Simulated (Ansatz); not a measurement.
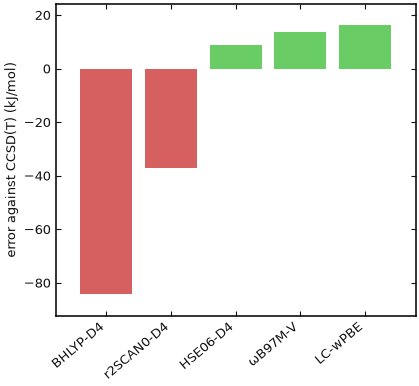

Error in the electronic atomisation energy (method less reference, so positive means overbinding) of HO₂, SMILES [O]O, doublet: functionals in def2-TZVPP against frozen-core CCSD(T) at the limit (scheme: direct), which gives 729.8 kJ/mol, at a PBE0-D4/def2-TZVP geometry (a minimum by its frequencies), no zero-point or spin-orbit term, the Ansatz code 0.2.0. The reference leaves out core correlation, a term that grows with the number of heavy atoms. No dispersion term is added to LC-wPBE.

**What range do the values span?**

From −84.3 kJ/mol (BHLYP-D4) to 16.2 kJ/mol (LC-wPBE).

**Give the values.**

```csv
level,kJ/mol
BHLYP-D4,−84.3
r2SCAN0-D4,−37.1
HSE06-D4,8.8
ωB97M-V,13.6
LC-wPBE,16.2
```
